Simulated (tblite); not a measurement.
## Frequency calculation of C3H6F5PSi

- system: C3H6F5PSi, SMILES CP([SiH3])C(F)(F)C(F)(F)F
- method: GFN2-xTB harmonic vibrations, gas phase (tblite 0.8.0)

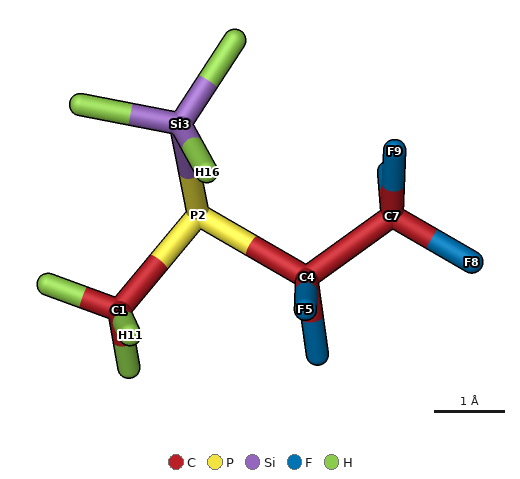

Fig. 1: The input geometry (stick view, seen at a tilt; atoms are numbered from 1 in the order of the input). Bond lengths as drawn: C–C 1.53 Å, C–F 1.33 to 1.36 Å, C–H 1.09 Å, C–P 1.85 to 1.88 Å, H–Si 1.46 Å and P–Si 2.26 Å.

### Summary

| quantity | value |
| --- | --- |
| outcome | converged |
| total energy | −1017.7059 eV |
| zero-point energy | 54.0680 kcal/mol |
| hardware | 1 CPU thread, shared host |
| peak memory | 0.17 GiB |

### Input file
```
{"job": {"kind": "ir", "xc": "GFN2-xTB", "basis": "xTB"}, "charge": 0, "multiplicity": 1}
C      1.635708     1.403714     0.360398
P      0.553708     0.443303    -0.785629
Si     1.161059    -1.658916    -0.213693
C     -0.990923     0.586546     0.278801
F     -0.836155     0.149025     1.559642
F     -1.336602     1.894137     0.387990
C     -2.161539    -0.170318    -0.351249
F     -3.342191     0.139930     0.174865
F     -1.994087    -1.491555    -0.207985
F     -2.220931     0.076893    -1.661811
H      1.586291     1.020517     1.378806
H      1.331068     2.450260     0.343561
H      2.656047     1.329483    -0.011317
H      2.601881    -1.658827    -0.473710
H      0.450246    -2.559031    -1.113575
H      0.898821    -1.946219     1.195878
```

The first line tells a small driver script what to run in tblite; the rest is the geometry in Å.

Command:
```bash
OMP_NUM_THREADS=1 python <driver script> task.json out
```

### Log
```
mode    cm-1     km/mol
  1      13.7      0.22
  2      46.4      0.69
  3     102.4      1.56
  4     126.4      0.49
  5     142.3      1.98
  6     167.4      0.66
  7     178.8      0.59
  8     184.1      2.76
  9     212.4      9.17
 10     245.8      2.55
 11     269.2      3.76
 12     339.8      0.79
 13     378.6     31.73
 14     399.6     14.63
 15     458.0      9.72
 16     488.6     16.29
 17     515.2     36.18
 18     518.6     20.55
 19     537.6      3.86
 20     563.8     30.67
 21     683.7     37.22
 22     733.1    165.85
 23     740.6    161.44
 24     759.5    281.79
 25     769.5    150.57
 26     887.3     18.38
 27     899.7      7.19
 28     910.0     66.10
 29    1018.4    118.69
 30    1070.7    166.26
 31    1089.5    288.22
 32    1111.6    213.45
 33    1207.1    131.47
 34    1320.6      1.06
 35    1428.0      5.93
 36    1438.3      9.81
 37    2263.0    143.80
 38    2276.4    195.21
 39    2318.9    217.45
 40    2993.2      2.00
 41    2997.5      0.90
 42    3015.7      5.83
```

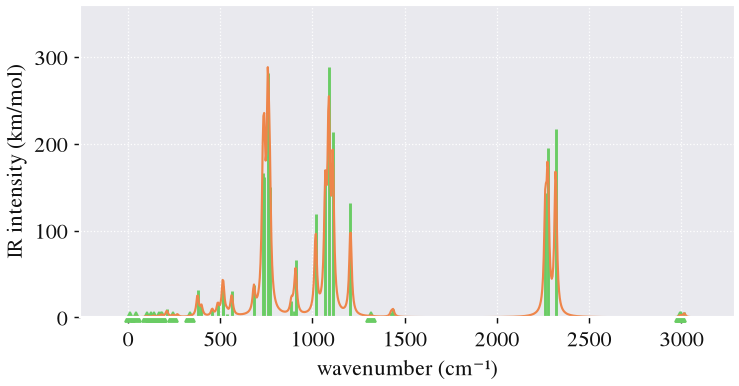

Fig. 2: Harmonic infrared spectrum, unscaled: sticks (degenerate modes added up, dark ones marked on the axis) with a Lorentzian envelope of 16 cm⁻¹ full width, scaled to the tallest stick. 42 modes from 14 to 3016 cm⁻¹, none imaginary. The strongest line is at 1090 cm⁻¹ (288 km/mol).
